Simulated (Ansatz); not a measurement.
The compound is Cs2TcBr6 (started from the K2PtCl6 type) (Fm-3m).

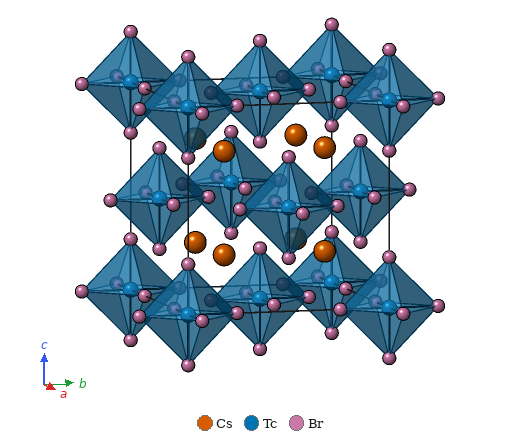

The structure (caesium orange, technetium blue, bromine pink). Some periodic images of atoms are drawn too.

The structure was built from a prototype and need not be the compound's stable phase.

It takes space group Fm-3m (No. 225, cubic). The conventional cell has a = 10.185 Å, b = 10.185 Å, c = 10.185 Å, α = 90.00°, β = 90.00°, γ = 90.00°. Nearest to Cs lie 12 Br at 3.60 Å. Nearest to Tc lie 6 Br at 2.48 Å. Nearest to Br lie 1 Tc at 2.48 Å and 4 Cs at 3.60 Å. Farther neighbours and most contacts between anions are not listed.

```
Cs Tc Br
1.0
     5.09259    0.00000    5.09259
     5.09259    5.09259    0.00000
     0.00000    5.09259    5.09259
Cs Tc Br
2 1 6
Direct
  0.25000 0.25000 0.25000
  0.75000 0.75000 0.75000
  0.00000 0.00000 0.00000
  0.24303 0.24303 0.75697
  0.75697 0.75697 0.24303
  0.24303 0.75697 0.24303
  0.75697 0.24303 0.75697
  0.75697 0.24303 0.24303
  0.24303 0.75697 0.75697
```

The structure was relaxed with LDA. The structure type comes from a generator and need not be one that this composition takes. The structure was generated from a model, not taken from a measurement. The runs that relaxed it are not among those shown. The program's search for lower electronic states was switched off, so nothing shows that the state found is the lowest. Spin-orbit coupling is left out unless a run names it. PAW set soft_2, made with PBE.

A constrained-RPA run (Ansatz 0.2.0; non-magnetic LDA; Tc t2g, bands v2 to c1, 2×2×2 mesh, medium accuracy) builds 3 functions on bands 0.70 eV wide, with 3.0 electrons in the window. The bare on-site interaction is 10.4 eV and the bare J 0.34 eV.

Q: What U and J survive the screening?

On the Tc t2g shell, U = 2.44 eV (24 % of the bare value), U′ = 1.91 eV, J = 0.23 eV.

The parent state is non-magnetic and the interaction static (zero frequency); U depends on the window and the orbitals, so it belongs to this model alone. Coarse meshes can leave U off its limit, most where the target bands are metallic.

[Paths, hosts, dates, memory and timing lines, banners, echoed tables and standing remarks are left out of the program output.]

[Logs are printed without paths, hosts, clocks, repeated set-up lines and the standing remarks that a program may print on its own settings, such as how far it seeks lower states.]

[Runs of the session that timed out or met a known fault of the program may be left out.]

[Hosts, paths, dates, database ids (printed as entryN), source tags and the programs' standing remarks are cut or masked in the printed files.]
